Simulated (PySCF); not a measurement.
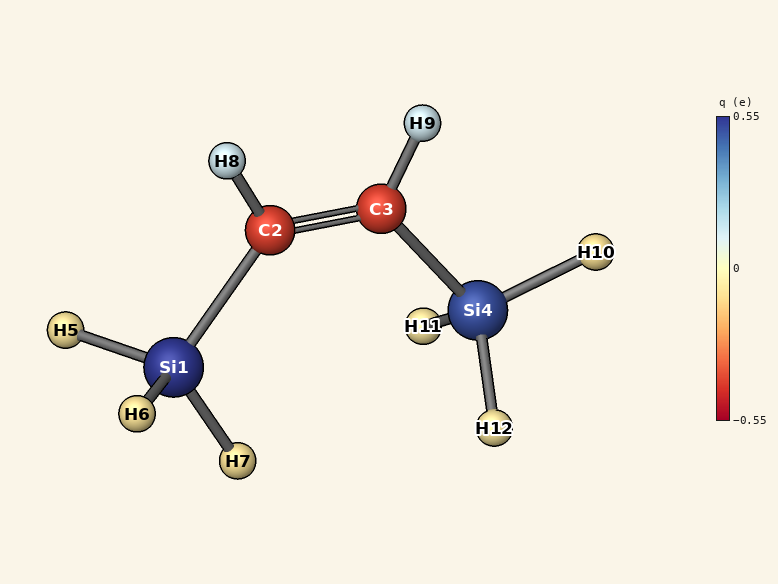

Atoms are coloured by their Mulliken charges. The computed structure is the end point of a GFN2-xTB optimisation. No frequency run is at hand to confirm it as a minimum. Properties computed with PBE0/pcSseg-1, gas phase (PySCF 2.14.0).

List the Mulliken charges.

```
atom  value (e)
 Si1       0.54
  C2      −0.41
  C3      −0.40
 Si4       0.50
  H5      −0.08
  H6      −0.08
  H7      −0.09
  H8       0.13
  H9       0.13
 H10      −0.09
 H11      −0.07
 H12      −0.07
```

Mulliken values depend strongly on the basis set and can even reverse the polarity of a bond. The geometry is semi-empirical. Around Si such bond lengths and angles can be off by a tenth of an ångström or more and by several degrees, and values that hang on the shape move with them.
